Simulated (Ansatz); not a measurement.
## Geometry relaxation, with input and output: Si₂H₅F

- system: Si₂H₅F
- method: RKS PBE0-D4/def2-TZVP (Ansatz 0.2.0)

Figures and captions count atoms from 1; the log counts them from 0 in places.

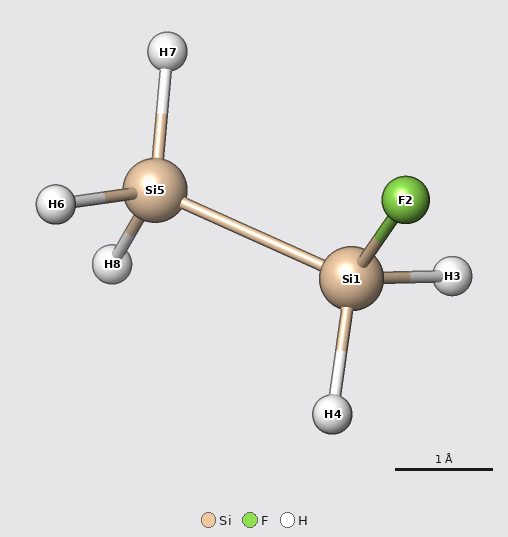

Fig. 1: The starting structure (ball-and-stick view, seen at a tilt; atoms are numbered from 1 in the order of the input). Bond lengths as drawn: F–Si 1.61 Å, H–Si 1.48 to 1.49 Å and Si–Si 2.34 Å.

**Input**
```yaml
crystal:
  periodic: [false, false, false]
  atoms:
    - {symbol: Si, position_ang: [-1.360026, -0.154947, -0.342577]}
    - {symbol: F, position_ang: [-0.825192, -1.654920, -0.596332]}
    - {symbol: H, position_ang: [-1.193977, 0.611112, -1.602416]}
    - {symbol: H, position_ang: [-2.811216, -0.265675, -0.034857]}
    - {symbol: Si, position_ang: [-0.225563, 0.822017, 1.458555]}
    - {symbol: H, position_ang: [-0.511767, 0.065544, 2.707154]}
    - {symbol: H, position_ang: [1.242349, 0.861073, 1.239372]}
    - {symbol: H, position_ang: [-0.733810, 2.212400, 1.617051]}
basis:
  gaussian: {orbitals: def2-TZVP}
hamiltonian: {xc: pbe0, dispersion: d4}
relax: {f_tol: 0.005, max_steps: 200}
```

Launched with:
```bash
ansatz run in.yaml --threads 4 --pin off --events-out ev --progress --plain --max-ram 9574MiB
```

**What the program printed**
```
Functional definition: PBE0
  name "PBE0"
  cite "Adamo & Barone, J. Chem. Phys. 110, 6158 (1999) doi:10.1063/1.478522"
  cite "Perdew, Burke & Ernzerhof, Phys. Rev. Lett. 77, 3865 (1996) doi:10.1103/PhysRevLett.77.3865"
  parent pbe
  parameter a = 0.25
  parameter kappa = 0.804
  parameter beta = 0.06672455060314922
  exchange = (1 - a)*pbe_x(kappa = kappa, mu = beta*pi^2/3) + a*exact_x
  correlation = pbe_c(beta = beta)
912 factors; their error is unknown
mean field evaluation 1: about -18545.7258 eV, gradient 3.1e1 eV
mean field evaluation 2: about -18544.1175 eV, gradient 4.7e1 eV
mean field evaluation 4: about -18547.1327 eV, gradient 7.9e-1 eV
mean field evaluation 8: about -18547.2125 eV, gradient 1.3e-1 eV
mean field -18547.21246559 eV, -681.5974863582 hartree, gradient 2.1e-5 eV, S^2 0.000000; 0 other end points of the search recorded, 0 dependent functions left out
the calculation of the forces begins
reference -18547.21249733 eV, -681.5974875246 hartree; 21, 21 occupied and 114, 114 virtual orbitals, 912 factors
relax step   1: F+E_penalty+E_count = -18547.32719297 eV  Δ(F+E_penalty+E_count) = +0.000e0 eV  max|allowed force component| = 2.504e-1 eV/Å  Δτ_max = 0.0000 Å  (24 SCF iters, accepted)
these checks for a lower state are left out or cut short: starts, cluster_reference, orbital_swaps, neighbouring_geometries, increment
912 factors; their error is unknown
mean field evaluation 16: about -18547.1313 eV, gradient 1.2e0 eV
mean field -18547.21406750 eV, -681.5975452273 hartree, gradient 2.1e-5 eV, S^2 0.000000; 0 other end points of the search recorded, 0 dependent functions left out
the calculation of the forces begins
reference -18547.21409928 eV, -681.5975463955 hartree; 21, 21 occupied and 114, 114 virtual orbitals, 912 factors
relax step   2: F+E_penalty+E_count = -18547.32897843 eV  Δ(F+E_penalty+E_count) = -1.785e-3 eV  max|allowed force component| = 1.240e-1 eV/Å  Δτ_max = 0.0228 Å  (26 SCF iters, accepted)
these checks for a lower state are left out or cut short: starts, cluster_reference, orbital_swaps, neighbouring_geometries, increment
912 factors; their error is unknown
mean field -18547.21490668 eV, -681.5975760668 hartree, gradient 2.0e-5 eV, S^2 0.000000; 0 other end points of the search recorded, 0 dependent functions left out
the calculation of the forces begins
reference -18547.21493842 eV, -681.5975772332 hartree; 21, 21 occupied and 114, 114 virtual orbitals, 912 factors
relax step   3: F+E_penalty+E_count = -18547.32977674 eV  Δ(F+E_penalty+E_count) = -7.983e-4 eV  max|allowed force component| = 8.342e-2 eV/Å  Δτ_max = 0.0228 Å  (27 SCF iters, accepted)
these checks for a lower state are left out or cut short: starts, cluster_reference, orbital_swaps, neighbouring_geometries, increment
912 factors; their error is unknown
mean field evaluation 32: about -18547.2154 eV, gradient 1.2e-1 eV
mean field -18547.21539844 eV, -681.5975941386 hartree, gradient 2.0e-5 eV, S^2 0.000000; 0 other end points of the search recorded, 0 dependent functions left out
the calculation of the forces begins
reference -18547.21543018 eV, -681.5975953050 hartree; 21, 21 occupied and 114, 114 virtual orbitals, 912 factors
relax step   4: F+E_penalty+E_count = -18547.33026113 eV  Δ(F+E_penalty+E_count) = -4.844e-4 eV  max|allowed force component| = 6.950e-3 eV/Å  Δτ_max = 0.0134 Å  (27 SCF iters, accepted)
these checks for a lower state are left out or cut short: starts, cluster_reference, orbital_swaps, neighbouring_geometries, increment
912 factors; their error is unknown
mean field -18547.21542242 eV, -681.5975950197 hartree, gradient 2.0e-5 eV, S^2 0.000000; 0 other end points of the search recorded, 0 dependent functions left out
the calculation of the forces begins
reference -18547.21545414 eV, -681.5975961856 hartree; 21, 21 occupied and 114, 114 virtual orbitals, 912 factors
relax step   5: F+E_penalty+E_count = -18547.33029808 eV  Δ(F+E_penalty+E_count) = -3.695e-5 eV  max|allowed force component| = 8.733e-3 eV/Å  Δτ_max = 0.0070 Å  (28 SCF iters, accepted)
these checks for a lower state are left out or cut short: starts, cluster_reference, orbital_swaps, neighbouring_geometries, increment
912 factors; their error is unknown
mean field -18547.21544371 eV, -681.5975958021 hartree, gradient 2.0e-5 eV, S^2 0.000000; 0 other end points of the search recorded, 0 dependent functions left out
the calculation of the forces begins
reference -18547.21547543 eV, -681.5975969680 hartree; 21, 21 occupied and 114, 114 virtual orbitals, 912 factors
relax step   6: F+E_penalty+E_count = -18547.33031798 eV  Δ(F+E_penalty+E_count) = -1.991e-5 eV  max|allowed force component| = 6.219e-3 eV/Å  Δτ_max = 0.0074 Å  (28 SCF iters, accepted)
these checks for a lower state are left out or cut short: starts, cluster_reference, orbital_swaps, neighbouring_geometries, increment
912 factors; their error is unknown
mean field -18547.21545895 eV, -681.5975963623 hartree, gradient 1.8e-5 eV, S^2 0.000000; 0 other end points of the search recorded, 0 dependent functions left out
the calculation of the forces begins
reference -18547.21549068 eV, -681.5975975281 hartree; 21, 21 occupied and 114, 114 virtual orbitals, 912 factors
relax step   7: F+E_penalty+E_count = -18547.33032286 eV  Δ(F+E_penalty+E_count) = -4.873e-6 eV  max|allowed force component| = 2.561e-3 eV/Å  Δτ_max = 0.0042 Å  (22 SCF iters, accepted)
912 factors; their error is unknown
mean field evaluation 64: about -18547.1379 eV, gradient 1.2e-1 eV
```

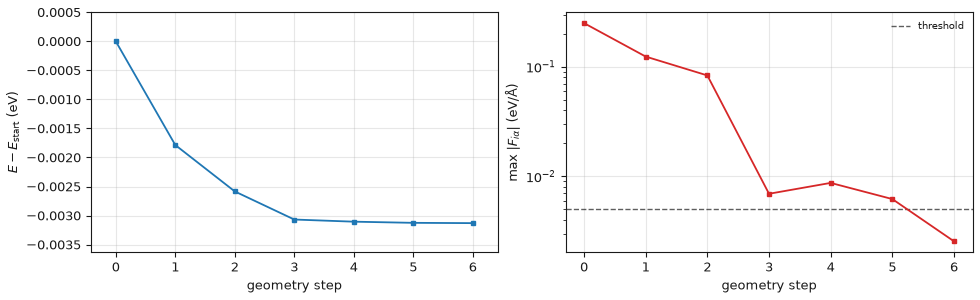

Fig. 2: Progress of the relaxation, step by step (the first geometry is step 0 here and step 1 in the log).

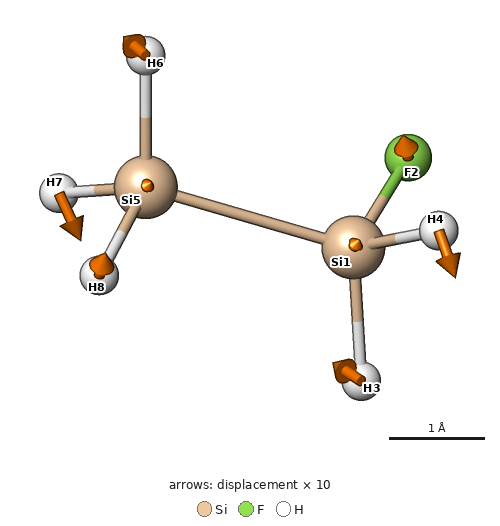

Fig. 3: The starting structure with the displacements as orange arrows, magnified 10 times (ball-and-stick view, seen at a tilt). The two geometries are laid on each other by the best rigid fit. After 6 geometry steps the energy has fallen by 0.003 eV. Largest force component: 0.25 eV/Å at the start, 0.0026 eV/Å at the end. H7 moves most after the best rigid fit: 0.056 Å. Largest moves by element: H 0.056 Å, F 0.035 Å, Si 0.014 Å. Among the contacts that change: Si1–F2 1.613 → 1.607 Å. (Atoms are counted from 1 in the order of the input.)

```
mean field -18547.21545895 eV, -681.5975963623 hartree, gradient 1.8e-5 eV, S^2 0.000000; 1 other end points of the search recorded, 0 dependent functions left out
the calculation of the forces begins
reference -18547.21549068 eV, -681.5975975281 hartree; 21, 21 occupied and 114, 114 virtual orbitals, 912 factors
Total energy: -18547.33035458 eV, -681.6018186989 hartree
Atom 0 at    -1.370870    -0.160764    -0.335154 Å, force    -0.002055     0.002378    -0.001107 eV/Å
Atom 1 at    -0.836903    -1.658899    -0.563645 Å, force    -0.000295     0.001544    -0.000057 eV/Å
Atom 2 at    -1.144578     0.597454    -1.593552 Å, force    -0.000480    -0.002406     0.001281 eV/Å
Atom 3 at    -2.832483    -0.236118    -0.074974 Å, force     0.002561    -0.000339    -0.000637 eV/Å
Atom 4 at    -0.235657     0.819749     1.463948 Å, force     0.002009     0.000148     0.001818 eV/Å
Atom 5 at    -0.467267     0.048416     2.713498 Å, force    -0.000022    -0.000100    -0.000096 eV/Å
Atom 6 at     1.224284     0.884008     1.190931 Å, force    -0.000801    -0.000633    -0.000293 eV/Å
Atom 7 at    -0.755727     2.202758     1.644898 Å, force    -0.000917    -0.000591    -0.000910 eV/Å
Dipole moment:    -0.058825     0.243485     0.068240 e Å
```

**Trajectory as extended XYZ (Å, eV, eV/Å), 7 frames, from step=1 to step=7**
```
8
Properties=species:S:1:pos:R:3:forces:R:3 step=1 energy=-18547.32719
Si   -1.3600   -0.1549   -0.3426   -0.0513  -0.2504   0.0280
F    -0.8252   -1.6549   -0.5963   -0.0016   0.1887   0.0175
H    -1.1940    0.6111   -1.6024    0.0378   0.0183  -0.0261
H    -2.8112   -0.2657   -0.0349    0.0075   0.0436  -0.0087
Si   -0.2256    0.8220    1.4586   -0.0283  -0.0056   0.0412
H    -0.5118    0.0655    2.7072    0.0070   0.0016  -0.0157
H     1.2423    0.8611    1.2394    0.0226   0.0020  -0.0279
H    -0.7338    2.2124    1.6171    0.0062   0.0017  -0.0083
8
Properties=species:S:1:pos:R:3:forces:R:3 step=2 energy=-18547.32898
Si   -1.3715   -0.1568   -0.3369    0.0741  -0.1240   0.0143
F    -0.8079   -1.6450   -0.5854   -0.0536   0.1060   0.0018
H    -1.1833    0.6157   -1.5917   -0.0089  -0.0020  -0.0149
H    -2.8250   -0.2671   -0.0426    0.0111   0.0080  -0.0181
Si   -0.2286    0.8201    1.4587   -0.0504   0.0026   0.0162
H    -0.5109    0.0623    2.7066    0.0175   0.0119   0.0060
H     1.2383    0.8542    1.2236    0.0009  -0.0053  -0.0177
H    -0.7303    2.2132    1.6137    0.0092   0.0028   0.0124
8
Properties=species:S:1:pos:R:3:forces:R:3 step=3 energy=-18547.32978
Si   -1.3708   -0.1600   -0.3354    0.0209   0.0359   0.0432
F    -0.8201   -1.6461   -0.5837    0.0356  -0.0834  -0.0075
H    -1.1671    0.6088   -1.5871    0.0038   0.0377  -0.0473
H    -2.8243   -0.2608   -0.0594   -0.0658   0.0063   0.0058
Si   -0.2354    0.8199    1.4632    0.0018   0.0072   0.0130
H    -0.4924    0.0639    2.7180    0.0072   0.0050  -0.0088
H     1.2283    0.8585    1.2036   -0.0093   0.0025   0.0025
H    -0.7374    2.2124    1.6268    0.0059  -0.0112  -0.0009
8
Properties=species:S:1:pos:R:3:forces:R:3 step=4 energy=-18547.33026
Si   -1.3714   -0.1602   -0.3348    0.0045  -0.0053   0.0022
F    -0.8245   -1.6519   -0.5747    0.0004   0.0004   0.0018
H    -1.1581    0.6061   -1.5903   -0.0011   0.0020  -0.0003
H    -2.8306   -0.2522   -0.0676   -0.0023   0.0040  -0.0013
Si   -0.2357    0.8201    1.4646   -0.0048  -0.0030  -0.0069
H    -0.4814    0.0583    2.7172    0.0015  -0.0004   0.0022
H     1.2258    0.8673    1.1974    0.0021   0.0018   0.0005
H    -0.7433    2.2091    1.6341   -0.0002   0.0005   0.0018
8
Properties=species:S:1:pos:R:3:forces:R:3 step=5 energy=-18547.33030
Si   -1.3711   -0.1605   -0.3346   -0.0035  -0.0044  -0.0064
F    -0.8289   -1.6546   -0.5703   -0.0007   0.0007   0.0007
H    -1.1527    0.6034   -1.5908   -0.0005  -0.0005  -0.0006
H    -2.8313   -0.2458   -0.0704    0.0003   0.0011  -0.0009
Si   -0.2360    0.8196    1.4638    0.0057   0.0034   0.0087
H    -0.4759    0.0547    2.7159    0.0007   0.0000  -0.0011
H     1.2251    0.8734    1.1945   -0.0016   0.0007   0.0000
H    -0.7483    2.2064    1.6379   -0.0004  -0.0012  -0.0004
8
Properties=species:S:1:pos:R:3:forces:R:3 step=6 energy=-18547.33032
Si   -1.3708   -0.1605   -0.3347   -0.0062  -0.0021  -0.0062
F    -0.8339   -1.6572   -0.5657   -0.0009   0.0014  -0.0006
H    -1.1476    0.5998   -1.5925    0.0008  -0.0024   0.0025
H    -2.8321   -0.2392   -0.0737    0.0037  -0.0001   0.0001
Si   -0.2357    0.8194    1.4641    0.0043   0.0024   0.0041
H    -0.4700    0.0505    2.7148    0.0000   0.0010  -0.0016
H     1.2246    0.8800    1.1920   -0.0024   0.0005   0.0006
H    -0.7537    2.2037    1.6416    0.0006  -0.0007   0.0010
8
Properties=species:S:1:pos:R:3:forces:R:3 step=7 energy=-18547.33032
Si   -1.3709   -0.1608   -0.3352   -0.0021   0.0024  -0.0011
F    -0.8369   -1.6589   -0.5636   -0.0003   0.0015  -0.0001
H    -1.1446    0.5975   -1.5936   -0.0005  -0.0024   0.0013
H    -2.8325   -0.2361   -0.0750    0.0026  -0.0003  -0.0006
Si   -0.2357    0.8197    1.4639    0.0020   0.0001   0.0018
H    -0.4673    0.0484    2.7135    0.0000  -0.0001  -0.0001
H     1.2243    0.8840    1.1909   -0.0008  -0.0006  -0.0003
H    -0.7557    2.2028    1.6449   -0.0009  -0.0006  -0.0009
```

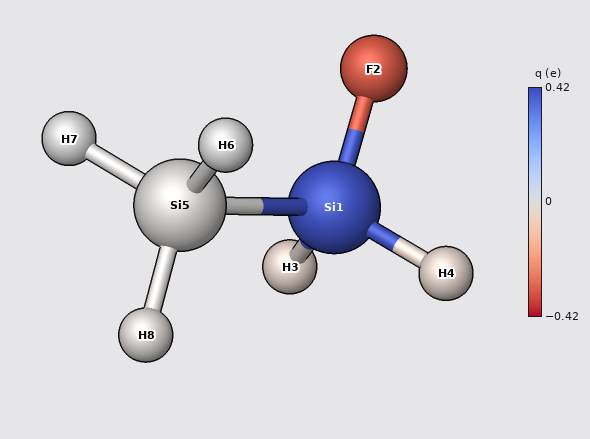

Fig. 4: Mulliken charges, as the colour of each atom (ball-and-stick view, seen at a tilt; atoms are numbered from 1 in the order of the input). By element: Si −0.01 to +0.40, F −0.32 and H −0.03 to 0.00 e.

**Results in brief**

| quantity | value |
| --- | --- |
| outcome | converged |
| total energy | −18547.3304 eV |
| mean-field energy | −18547.2155 eV |
| dispersion energy | −0.1149 eV |
| SCF solution under orbital rotations | stable |
| largest force (length of the vector) at the end | 0.003 eV/Å |
| dipole moment | 1.25 D |
| hardware | 4 threads of Arm Neoverse V1, 23 GiB of memory available, shared host |
| wall time | 9.5 s (CPU time 34 s) |
| peak memory | 0.53 GiB |
